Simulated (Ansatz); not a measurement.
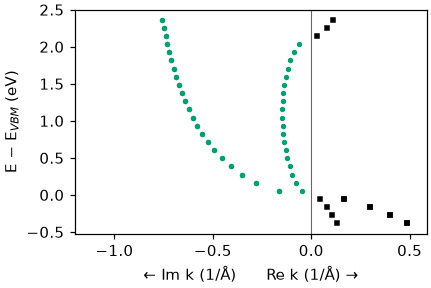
*Complex bands at the centre of the two-dimensional zone; r2SCAN (Ansatz, a first-principles code)*

The gap is the functional's own. No spin-orbit coupling. Mid-gap values are those at the computed energy nearest the middle.

Q: This is GaN (F-43m, zinc blende, 2 atoms a cell, 11.4 Å³ an atom) along the normal of (111). Read off the slowest decay at the centre of the two-dimensional zone at 1.04 eV, the computed energy nearest the middle of the gap.

A: κ ≈ 0.15 1/Å, a decay length 1/(2κ) of the density of 3.4 Å.
